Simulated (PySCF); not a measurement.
System: C₅H₁₂FNSi₂.

Input file:

```
{"job": {"kind": "nmr", "xc": "PBE0", "basis": "pcSseg-1"}, "charge": 0, "multiplicity": 1}
C      2.928121    -0.024538    -1.874987
N      1.903675    -0.415833    -1.277584
Si     1.010982     0.181336     0.065511
C      0.645422    -1.290577     1.208667
C     -0.788352    -1.657372     0.862570
F     -1.383989    -2.343540     1.911318
C     -1.570560    -0.387234     0.554591
C     -0.795929     0.392500    -0.506815
Si    -1.450337     2.158259    -0.736568
H      3.287627    -0.584301    -2.734196
H      3.511298     0.855690    -1.595794
H      1.525207     1.340203     0.810029
H      0.675939    -0.980470     2.252342
H      1.304903    -2.148246     1.103732
H     -0.821560    -2.342400     0.006800
H     -1.646769     0.194074     1.476698
H     -2.583660    -0.628271     0.227023
H     -0.903730    -0.135162    -1.459613
H     -1.335817     2.891792     0.525687
H     -0.661810     2.826909    -1.773953
H     -2.859582     2.114124    -1.138404
```

Command:

```sh
OMP_NUM_THREADS=1 python probes_run.py task.json out
```

Geometry: GFN2-xTB.

Level of theory: PySCF 2.14.0, PBE0/pcSseg-1, SCF density, gas phase, non-relativistic.

What will maps of the electron density and electron localisation function show?

C–F (1.39 Å): ρ at the midpoint is about 2 e/Å³, with its minimum of 1.6 e/Å³ about 0.5 Å from C; the ELF peaks at about 0.85 between the atoms (a shared but strongly polarised pair).
C–C (1.52 Å): ρ is about 1.7 e/Å³ halfway; the ELF peaks at about 0.95 between the atoms, as expected for a shared electron pair.

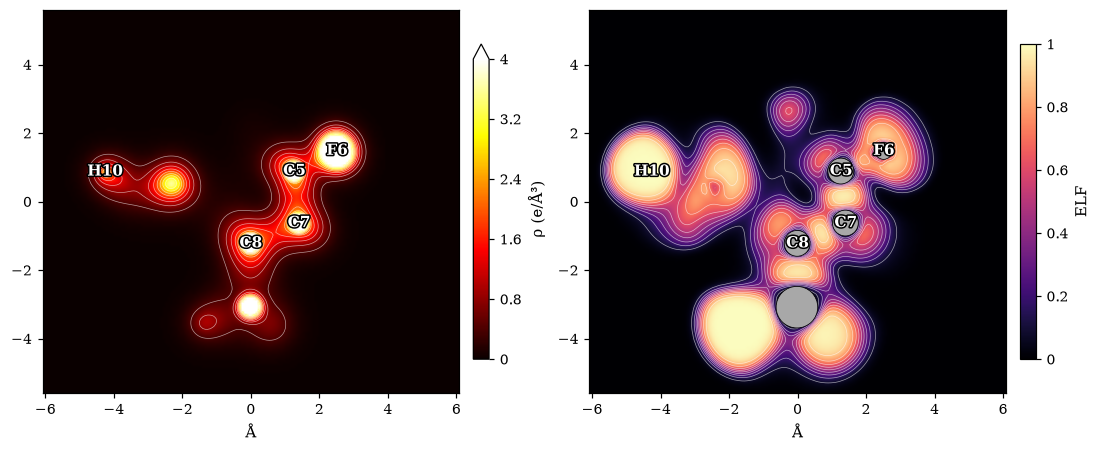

Computed electron density and electron localisation function on the plane of atoms C5, C7 and C8, in this order. Grey discs cover the atomic cores in the ELF map. 
